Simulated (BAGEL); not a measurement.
# UHF/STO-3G (density fitting with qzvpp-jkfit) run of C2H6Al (SMILES [CH2][AlH][CH3])

Aim: the vertical ionisation energy of C2H6Al at UHF/STO-3G (density fitting with qzvpp-jkfit), from 2 runs. 

Program for the calculation: BAGEL 1.2.2.

4 further runs of the same task are left out: 3 that didn't finish, 1 set aside as unsound or not needed.

### Step 1. The structure to begin with

The species is C2H6Al (9 atoms), meant as a doublet with charge 0. SMILES: `[CH2][AlH][CH3]`. The shape is that of a PBE0-D4/def2-TZVP optimisation. This is one conformer, not always the lowest.

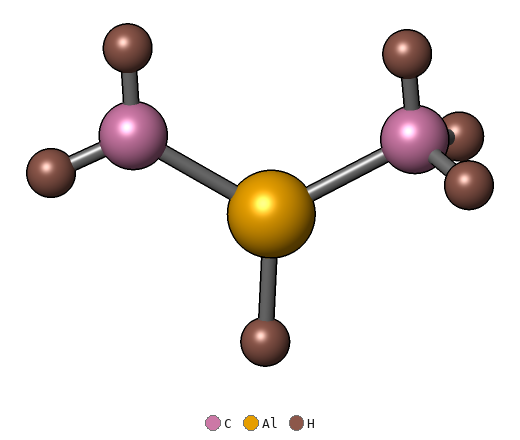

The structure, seen from a chosen angle (carbon pink, aluminium amber, hydrogen brown).

### Step 2. The energy at UHF/STO-3G (density fitting with qzvpp-jkfit)

Contents of job.json:

```json
{ "bagel" : [

{
  "title" : "molecule",
  "basis" : "sto-3g",
  "df_basis" : "qzvpp-jkfit",
  "angstrom" : "true",
  "geometry" : [
    { "atom" : "C", "xyz" : [      -1.001700,       0.881800,      -1.329500 ] },
    { "atom" : "Al", "xyz" : [       0.228900,       0.665000,       0.139600 ] },
    { "atom" : "C", "xyz" : [       0.616200,      -1.098800,       0.880100 ] },
    { "atom" : "H", "xyz" : [      -1.528100,       0.061200,      -1.816400 ] },
    { "atom" : "H", "xyz" : [      -1.257300,       1.842300,      -1.775500 ] },
    { "atom" : "H", "xyz" : [       0.918900,       1.966700,       0.740100 ] },
    { "atom" : "H", "xyz" : [       0.137400,      -1.910400,       0.327000 ] },
    { "atom" : "H", "xyz" : [       1.694000,      -1.291300,       0.896200 ] },
    { "atom" : "H", "xyz" : [       0.280100,      -1.162700,       1.921100 ] }
  ]
},

{
  "title" : "uhf",
  "nopen" : 1
},

{
  "title" : "print",
  "file" : "orbitals.molden",
  "orbitals" : "true"
}

]}
```

Started as:

```console
$ BAGEL_NUM_THREADS=1 BAGEL job.json > job.out
```

Output:

```text
* using 1 threads per process

  ===============================================================
  ===============================================================

  *** Geometry ***

  { "atom" : "C", "xyz" : [     -1.892939,      1.666360,     -2.512391 ] },
  { "atom" : "Al", "xyz" : [      0.432558,      1.256668,      0.263806 ] },
  { "atom" : "C", "xyz" : [      1.164449,     -2.076431,      1.663148 ] },
  { "atom" : "H", "xyz" : [     -2.887690,      0.115651,     -3.432499 ] },
  { "atom" : "H", "xyz" : [     -2.375953,      3.481442,     -3.355209 ] },
  { "atom" : "H", "xyz" : [      1.736469,      3.716524,      1.398586 ] },
  { "atom" : "H", "xyz" : [      0.259648,     -3.610133,      0.617940 ] },
  { "atom" : "H", "xyz" : [      3.201196,     -2.440203,      1.693573 ] },
  { "atom" : "H", "xyz" : [      0.529312,     -2.197185,      3.630353 ] },

  Number of auxiliary basis functions:      386

  Since a DF basis is specified, we compute 2- and 3-index integrals:
    o Being stored without compression. Storage requirement is 0.002 GB

  Number of basis functions:       25
  Number of electrons      :       31

    * METHOD: MOLECULE                             0.08

  *** Open-shell HF ***

  === Nuclear Repulsion ===
    89.0041414470

      * DIIS with orbital gradients will be used.

  === UHF iteration (sto-3g) ===
      0       -317.24994317          0.01945044           0.01
      1       -317.28231200          0.00480849           0.01
      2       -317.28539455          0.00146948           0.01
      3       -317.28606172          0.00027099           0.01
      4       -317.28616879          0.00011468           0.01
      5       -317.28623220          0.00002172           0.01
      6       -317.28624068          0.00000587           0.01
      7       -317.28624248          0.00000270           0.01
      8       -317.28624318          0.00000082           0.01
      9       -317.28624325          0.00000013           0.01
     10       -317.28624325          0.00000006           0.01
     11       -317.28624325          0.00000004           0.01
     12       -317.28624325          0.00000001           0.01
     13       -317.28624325          0.00000000           0.01
    * SCF iteration converged.

    * S^2 (UHF) is 0.7657

    * Permanent dipole moment:
           (   -0.018708,    -0.022470,    -0.014502) a.u.

    * METHOD: UHF                                  0.20

    * METHOD: PRINT                                0.00

  ===============================================================
```

It took 0.44 s on 1 thread of Arm Neoverse V2, shared host; peak memory 0.082 GiB.

### Step 3. The singlet cation, same level

Contents of hf.json:

```json
{ "bagel" : [

{
  "title" : "molecule",
  "basis" : "sto-3g",
  "df_basis" : "qzvpp-jkfit",
  "angstrom" : "true",
  "geometry" : [
    { "atom" : "C", "xyz" : [   -1.001700,    0.881800,   -1.329500 ] },
    { "atom" : "Al", "xyz" : [    0.228900,    0.665000,    0.139600 ] },
    { "atom" : "C", "xyz" : [    0.616200,   -1.098800,    0.880100 ] },
    { "atom" : "H", "xyz" : [   -1.528100,    0.061200,   -1.816400 ] },
    { "atom" : "H", "xyz" : [   -1.257300,    1.842300,   -1.775500 ] },
    { "atom" : "H", "xyz" : [    0.918900,    1.966700,    0.740100 ] },
    { "atom" : "H", "xyz" : [    0.137400,   -1.910400,    0.327000 ] },
    { "atom" : "H", "xyz" : [    1.694000,   -1.291300,    0.896200 ] },
    { "atom" : "H", "xyz" : [    0.280100,   -1.162700,    1.921100 ] }
  ]
},
{
  "title" : "hf",
  "charge" : 1
},
{
  "title" : "print",
  "file" : "orbitals.molden",
  "orbitals" : "true"
}

]}
```

Started as:

```console
$ BAGEL_NUM_THREADS=1 BAGEL hf.json > hf.out
```

Output:

```text
* using 1 threads per process

  ===============================================================
  ===============================================================

  *** Geometry ***

  { "atom" : "C", "xyz" : [     -1.892939,      1.666360,     -2.512391 ] },
  { "atom" : "Al", "xyz" : [      0.432558,      1.256668,      0.263806 ] },
  { "atom" : "C", "xyz" : [      1.164449,     -2.076431,      1.663148 ] },
  { "atom" : "H", "xyz" : [     -2.887690,      0.115651,     -3.432499 ] },
  { "atom" : "H", "xyz" : [     -2.375953,      3.481442,     -3.355209 ] },
  { "atom" : "H", "xyz" : [      1.736469,      3.716524,      1.398586 ] },
  { "atom" : "H", "xyz" : [      0.259648,     -3.610133,      0.617940 ] },
  { "atom" : "H", "xyz" : [      3.201196,     -2.440203,      1.693573 ] },
  { "atom" : "H", "xyz" : [      0.529312,     -2.197185,      3.630353 ] },

  Number of auxiliary basis functions:      386

  Since a DF basis is specified, we compute 2- and 3-index integrals:
    o Being stored without compression. Storage requirement is 0.002 GB

  Number of basis functions:       25
  Number of electrons      :       31

    * METHOD: MOLECULE                             0.08

  *** RHF ***

  === Nuclear Repulsion ===
    89.0041414470

      * DIIS with orbital gradients will be used.

  === RHF iteration (sto-3g) ===
      0       -316.95538213          0.01815321           0.01
      1       -317.04162508          0.00346830           0.01
      2       -317.04490315          0.00090471           0.01
      3       -317.04518855          0.00015585           0.01
      4       -317.04519433          0.00002470           0.01
      5       -317.04519454          0.00000508           0.01
      6       -317.04519455          0.00000093           0.01
      7       -317.04519455          0.00000014           0.01
      8       -317.04519455          0.00000005           0.01
      9       -317.04519455          0.00000002           0.01
     10       -317.04519455          0.00000001           0.01
    * SCF iteration converged.

    * Permanent dipole moment:
           (    1.460306,    -1.055627,     1.876676) a.u.

    * METHOD: HF                                   0.11

    * METHOD: PRINT                                0.00

  ===============================================================
```

Wall time 0.34 s (1 thread of Arm Neoverse V2, shared host); peak memory 0.082 GiB.

### Step 4. What came out

Level: UHF/STO-3G (density fitting with qzvpp-jkfit).

```
                                          quantity          value
                      doublet C2H6Al: total energy  -317.28624 Eh
                     doublet C2H6Al: dipole moment         0.08 D
                              doublet C2H6Al: ⟨S²⟩          0.766
                      singlet cation: total energy  -317.04519 Eh
                       singlet cation: HOMO energy      -14.20 eV
                       singlet cation: LUMO energy       -4.65 eV
                     singlet cation: HOMO–LUMO gap        9.54 eV
vertical ionisation energy (to the singlet cation)       6.559 eV
```

Removing an electron at fixed nuclei costs 6.56 eV (151 kcal/mol). Only the singlet of the ionised species was computed; a triplet could lie lower. In a minimal basis such a difference can be off by several eV, whatever the method.
